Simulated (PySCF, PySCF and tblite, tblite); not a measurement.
**C4H8F2OSi: a path driven as rotation about a bond, and NMR exchange**

Aim: the barrier and rate of rotation about a bond in C4H8F2OSi (`O=C[C@@H](F)[C@H]([SiH3])CF`), and what it does to NMR lines.

Programs: PySCF 2.14.0 with density-fitted response routines of our own, and tblite 0.8.0. All values are computed, except where a source is named. Atoms count from 0 throughout.

## Step 1: The molecule as given

16 atoms, charge 0, multiplicity 1; geometry from: force field or distance geometry start.

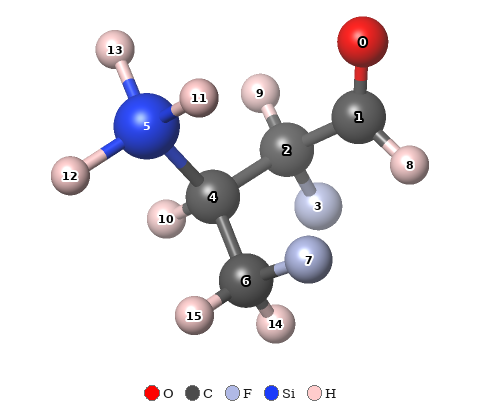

The starting geometry (oxygen red, carbon dark grey, fluorine light blue, silicon blue, hydrogen pink), atoms numbered.

## Step 2: GFN2-xTB relaxation, start minimum

What the job is given:

```
{"job": {"xc": "GFN2-xTB", "basis": "xTB", "kind": "relax"}, "charge": 0, "multiplicity": 1}
O      0.987400    -0.149500     2.551700
C      1.389600    -0.074800     1.388600
C      0.874600     0.909200     0.384500
F      1.883800     1.362000    -0.428800
C     -0.237200     0.370000    -0.529700
Si    -1.852800    -0.038500     0.338300
C      0.284600    -0.763800    -1.414400
F      0.704800    -1.789700    -0.620600
H      2.159900    -0.789300     1.027000
H      0.507100     1.789600     0.939100
H     -0.490000     1.184900    -1.231400
H     -1.696900    -1.215300     1.231100
H     -2.886400    -0.341000    -0.670300
H     -2.289400     1.144500     1.114300
H      1.137100    -0.437600    -2.010600
H     -0.483900    -1.151700    -2.080300
```

The run is started by

```bash
$ OMP_NUM_THREADS=1 python ens_run.py task.json out
```

The driver reads the study from task.json and runs its stages one after another.

The log of the run:

```text
step      E/eV     max force
  0    -758.40237    2.620
  1    -758.44399    3.456
  2    -758.50919    0.353
  3    -758.51774    0.265
  4    -758.53115    0.245
  5    -758.53559    0.205
  6    -758.54369    0.202
  7    -758.54779    0.203
  8    -758.55301    0.199
  9    -758.55922    0.213
 10    -758.56820    0.227
 11    -758.57691    0.256
 12    -758.58449    0.277
 13    -758.59108    0.255
 14    -758.59895    0.273
 15    -758.60940    0.333
 16    -758.61899    0.246
 17    -758.62581    0.206
 18    -758.63140    0.211
 19    -758.63741    0.219
 20    -758.64437    0.262
 21    -758.64965    0.231
 22    -758.64164    1.122
 23    -758.65450    0.104
 24    -758.65555    0.091
 25    -758.65750    0.109
 26    -758.65824    0.098
 27    -758.65909    0.057
 28    -758.65967    0.070
 29    -758.66056    0.103
 30    -758.66160    0.100
 31    -758.66271    0.095
 32    -758.66363    0.081
 33    -758.66446    0.073
 34    -758.66540    0.104
 35    -758.66659    0.101
 36    -758.66796    0.108
 37    -758.66939    0.116
 38    -758.67078    0.102
 39    -758.67203    0.110
 40    -758.67315    0.075
 41    -758.67420    0.078
 42    -758.67533    0.085
 43    -758.67641    0.315
 44    -758.67853    0.170
 45    -758.68278    0.132
 46    -758.68690    0.166
 47    -758.68971    0.146
 48    -758.69216    0.137
 49    -758.69490    0.147
 50    -758.69668    0.133
 51    -758.69826    0.114
 52    -758.70041    0.141
 53    -758.70190    0.135
 54    -758.70416    0.125
 55    -758.70556    0.085
 56    -758.70665    0.064
 57    -758.70765    0.075
 58    -758.70873    0.086
 59    -758.70963    0.135
 60    -758.71036    0.069
 61    -758.71105    0.083
 62    -758.71189    0.093
 63    -758.71254    0.086
 64    -758.71317    0.078
 65    -758.71363    0.051
 66    -758.71401    0.046
 67    -758.71431    0.047
 68    -758.71456    0.035
 69    -758.71481    0.042
 70    -758.71505    0.036
 71    -758.71523    0.027
 72    -758.71533    0.023
 73    -758.71541    0.021
 74    -758.71549    0.023
 75    -758.71556    0.021
 76    -758.71563    0.026
 77    -758.71571    0.028
 78    -758.71581    0.027
 79    -758.71592    0.024
 80    -758.71600    0.019
 81    -758.71606    0.018
 82    -758.71610    0.017
 83    -758.71615    0.021
 84    -758.71620    0.020
 85    -758.71624    0.019
 86    -758.71627    0.017
 87    -758.71631    0.013
 88    -758.71634    0.016
 89    -758.71636    0.012
 90    -758.71637    0.012
 91    -758.71639    0.010
 92    -758.71642    0.016
 93    -758.71645    0.015
 94    -758.71646    0.009
 95    -758.71647    0.007
 96    -758.71647    0.008
 97    -758.71648    0.010
 98    -758.71649    0.008
 99    -758.71650    0.005
100    -758.71650    0.005
101    -758.71651    0.006
102    -758.71651    0.006
103    -758.71651    0.003
104    -758.71652    0.002
```

Wall time 0.67 s (1 thread of Arm Neoverse V1, shared host).

The energy fell by 0.314 eV, and the atoms moved 0.37 Å (root mean square).

## Step 3: Relaxed scan, rotation

What the job is given:

```
{"job": {"xc": "GFN2-xTB", "basis": "xTB", "coordinate": [["t", [1, 2, 4, 5], 0.1111111111111111], ["t", [1, 2, 4, 6], 0.1111111111111111], ["t", [1, 2, 4, 10], 0.1111111111111111], ["t", [3, 2, 4, 5], 0.1111111111111111], ["t", [3, 2, 4, 6], 0.1111111111111111], ["t", [3, 2, 4, 10], 0.1111111111111111], ["t", [9, 2, 4, 5], 0.1111111111111111], ["t", [9, 2, 4, 6], 0.1111111111111111], ["t", [9, 2, 4, 10], 0.1111111111111111]], "kind": "drive"}, "charge": 0, "multiplicity": 1}
O      0.351559    -0.449554     2.065015
C      1.211964     0.012217     1.369166
C      0.891845     0.958617     0.248859
F      2.028935     1.228447    -0.488664
C     -0.233538     0.391408    -0.602793
Si    -1.728809    -0.100057     0.512974
C      0.271092    -0.793518    -1.408670
F      0.667144    -1.814999    -0.575699
H      2.279477    -0.219189     1.506823
H      0.582995     1.917279     0.689179
H     -0.537603     1.155204    -1.321481
H     -1.657454    -1.473405     0.976476
H     -2.848701    -0.006090    -0.442813
H     -1.911066     0.935983     1.523400
H      1.146239    -0.537620    -2.017291
H     -0.521677    -1.195777    -2.045892
```

The log of the run:

```text
point  coordinate     E/eV
  0     38.200     -758.67104
  1     23.400     -758.57112
  2      8.100     -758.47691
  3     -7.300     -758.41826
  4    -22.600     -758.40335
  5    -37.800     -758.41924
  6    -52.900     -758.47957
  7    -67.700     -758.53530
```

Wall time 3.4 s (1 thread of Arm Neoverse V1, shared host).

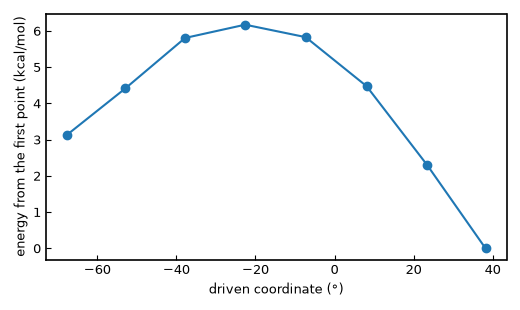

Energy along the scan.

## Step 4: Nudged elastic band, leg 1

What the job is given:

```
{"job": {"xc": "GFN2-xTB", "basis": "xTB", "kind": "neb"}, "charge": 0, "multiplicity": 1}
O      0.351559    -0.449554     2.065015
C      1.211964     0.012217     1.369166
C      0.891845     0.958617     0.248859
F      2.028935     1.228447    -0.488664
C     -0.233538     0.391408    -0.602793
Si    -1.728809    -0.100057     0.512974
C      0.271092    -0.793518    -1.408670
F      0.667144    -1.814999    -0.575699
H      2.279477    -0.219189     1.506823
H      0.582995     1.917279     0.689179
H     -0.537603     1.155204    -1.321481
H     -1.657454    -1.473405     0.976476
H     -2.848701    -0.006090    -0.442813
H     -1.911066     0.935983     1.523400
H      1.146239    -0.537620    -2.017291
H     -0.521677    -1.195777    -2.045892
```

The log of the run:

```text
image   E - E0 / eV
  0       0.0000
  1       0.1357
  2       0.2925
  3       0.3136
  4       0.2576
  5       0.1970
  6       0.1673
```

Run time: 2 s. Hardware: 1 thread of Arm Neoverse V1, shared host; peak memory 0.19 GiB.

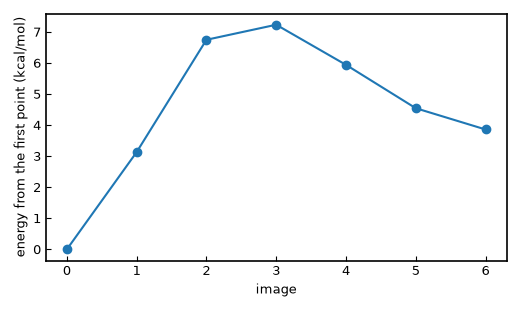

Energy along the band.

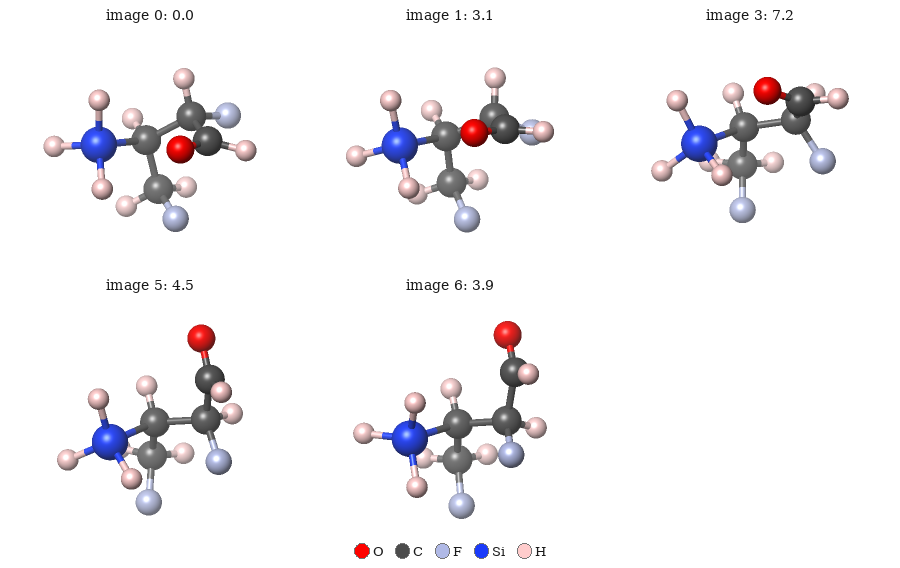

Images along the band, with energies in kcal/mol.

## Step 5: Saddle search, leg 1

What the job is given:

```
{"job": {"xc": "GFN2-xTB", "basis": "xTB", "kind": "saddle"}, "charge": 0, "multiplicity": 1}
O      0.023873     0.712872     2.357862
C      1.052297     0.656484     1.752442
C      1.151236     0.515857     0.247778
F      2.009069    -0.536420    -0.000512
C     -0.191904     0.353639    -0.464550
Si    -1.567983    -0.523073     0.572487
C     -0.006069    -0.378216    -1.786982
F      0.049484    -1.736120    -1.596008
H      2.036310     0.709415     2.251372
H      1.686963     1.411087    -0.113730
H     -0.528987     1.362075    -0.714236
H     -0.981327    -1.583272     1.377292
H     -2.438584    -1.137813    -0.436810
H     -2.358155     0.467194     1.295941
H      0.923566    -0.097291    -2.295634
H     -0.859791    -0.196418    -2.446712
```

The log of the run:

```text
step      E/eV     max force
  0    -758.40296   0.0623
  1    -758.40566   0.0844
  2    -758.40384   0.1459
  3    -758.40598   0.0376
  4    -758.40489   0.0434
  5    -758.40406   0.0491
  6    -758.40401   0.0237
  7    -758.40400   0.0064
  8    -758.40400   0.0000
lowest wavenumbers (cm-1): -42.7 92.3 100.8 155.6 176.9 251.8
```

It took 4.1 s on 1 thread of Arm Neoverse V1, shared host; peak memory 0.19 GiB.

Point group C1; 1 imaginary mode, 43i cm⁻¹, carried by F3, O0, F7, Si5. Steps downhill from it reached both ends.

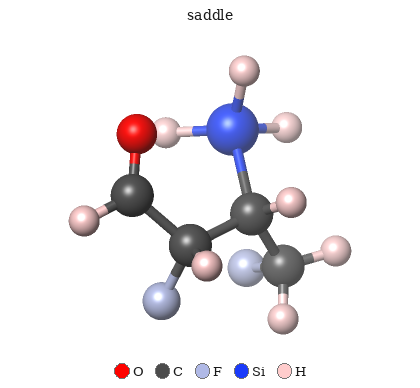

The saddle point.

## Step 6: Shieldings, start: PBE0/pcSseg-1

What the job is given:

```
{"job": {"kind": "nmr", "xc": "PBE0", "basis": "pcSseg-1", "pop": false}, "charge": 0, "multiplicity": 1}
O      0.351559    -0.449554     2.065015
C      1.211964     0.012217     1.369166
C      0.891845     0.958617     0.248859
F      2.028935     1.228447    -0.488664
C     -0.233538     0.391408    -0.602793
Si    -1.728809    -0.100057     0.512974
C      0.271092    -0.793518    -1.408670
F      0.667144    -1.814999    -0.575699
H      2.279477    -0.219189     1.506823
H      0.582995     1.917279     0.689179
H     -0.537603     1.155204    -1.321481
H     -1.657454    -1.473405     0.976476
H     -2.848701    -0.006090    -0.442813
H     -1.911066     0.935983     1.523400
H      1.146239    -0.537620    -2.017291
H     -0.521677    -1.195777    -2.045892
```

The log of the run:

```text
coarse grid: 14192 points
cycle   1  E = -720.7523924493  dE =  9.898e-01  |g| = 9.228e-01  |ddm| = 3.473e+00
cycle   2  E = -720.3209050986  dE =  4.315e-01  |g| = 1.784e+00  |ddm| = 1.944e+00
cycle   3  E = -720.8970745327  dE = -5.762e-01  |g| = 2.177e-01  |ddm| = 1.469e+00
cycle   4  E = -720.9046838560  dE = -7.609e-03  |g| = 8.442e-02  |ddm| = 2.047e-01
cycle   5  E = -720.9057448265  dE = -1.061e-03  |g| = 1.471e-02  |ddm| = 5.769e-02
cycle   6  E = -720.9057812040  dE = -3.638e-05  |g| = 6.476e-03  |ddm| = 1.584e-02
cycle   7  E = -720.9057902533  dE = -9.049e-06  |g| = 1.106e-03  |ddm| = 5.597e-03
final grid: 134152 points
cycle   8  E = -720.9767105300  dE = -2.736e-05  |g| = 1.297e-02  |ddm| = 2.474e-02
cycle   9  E = -720.9766285182  dE =  8.201e-05  |g| = 2.476e-02  |ddm| = 2.449e-02
cycle  10  E = -720.9767419536  dE = -1.134e-04  |g| = 2.154e-03  |ddm| = 1.662e-02
cycle  11  E = -720.9767428913  dE = -9.377e-07  |g| = 3.982e-04  |ddm| = 1.843e-03
cycle  12  E = -720.9767429129  dE = -2.161e-08  |g| = 1.461e-04  |ddm| = 3.903e-04
cycle  13  E = -720.9767429163  dE = -3.322e-09  |g| = 2.594e-05  |ddm| = 1.181e-04
cycle  14  E = -720.9767429164  dE = -1.305e-10  |g| = 6.402e-06  |ddm| = 3.562e-05
converged SCF energy = -720.9767429164

GIAO shielding tensors (ppm)
atom      isotropic    diamagn.    paramagn.     s11        s22        s33       span
  0 O     -328.465     402.419    -730.884   -927.282   -411.619    353.506   1280.788
  1 C      -28.020     250.242    -278.263   -109.493    -57.757     83.188    192.681
  2 C       88.629     249.569    -160.940     58.064     84.023    123.801     65.737
  3 F      402.710     474.102     -71.392    356.917    420.705    430.510     73.593
  4 C      151.369     254.736    -103.368    143.809    150.439    159.858     16.050
  5 Si     430.850     879.352    -448.502    405.302    423.852    463.398     58.096
  6 C      106.097     240.335    -134.238     66.479     85.600    166.213     99.734
  7 F      409.957     476.120     -66.163    369.779    410.175    449.917     80.138
  8 H       21.520      27.852      -6.333     18.597     21.359     24.602      6.005
  9 H       26.408      30.596      -4.188     21.066     28.936     29.221      8.156
 10 H       30.027      32.397      -2.370     26.350     28.160     35.570      9.219
 11 H       27.371      29.305      -1.934     24.289     26.156     31.669      7.381
 12 H       27.853      29.269      -1.416     24.171     25.897     33.490      9.319
 13 H       27.679      29.530      -1.851     24.729     25.794     32.516      7.787
 14 H       26.357      28.681      -2.324     22.549     26.230     30.292      7.743
 15 H       26.997      28.741      -1.744     22.743     26.568     31.680      8.937
```

Wall time 24 s (1 thread of Arm Neoverse V1, shared host); peak memory 0.84 GiB.

Key values: HOMO -7.91 eV, LUMO -1.37 eV; dipole 2.18 D.

[end of part 1 of 2]
